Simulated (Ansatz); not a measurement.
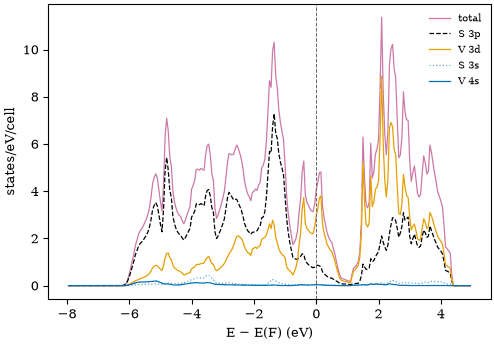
Fig. 1. Total and projected density of states of VS$_{2}$ in space group P6_3/mmc (No. 194; V on 2c, S on 4f), PBEsol (plane waves, PAW; program Ansatz)

Which orbitals carry the states next to the Fermi level?

Within 0.5 eV of the Fermi level: V 3d 73 %, S 3p 22 %. Projections are on Löwdin-orthogonalised atomic valence shells; empty p or d shells of many metals are not among them.

Where is the tallest occupied peak in this window, and what makes it?

Near -1.3 eV, about 10 states/eV per cell; the largest projected share is S 3p.

The workflow started from a Materials Project entry (that database holds measured and hypothetical structures alike); the Crystallography Open Database copy checked does not list it. Its standing as an ambient phase is unchecked. The cell was relaxed with PBEsol under the symmetry of its start; its stability against distortions is not shown here. Magnetic state: ferromagnetic, chosen from 5 collinear starts compared on coarse meshes (ties went to the first, and starts can fall back to one state), not a proven ground state. No Hubbard U is applied. A crystal of weakly bound layers computed without a dispersion correction: the cell and the soft elastic constants depend strongly on that. The compound may be a true metal, but semilocal functionals without U, or a wrong spin order, can also close a gap.

Potentials: the later of the program's two PAW sets.
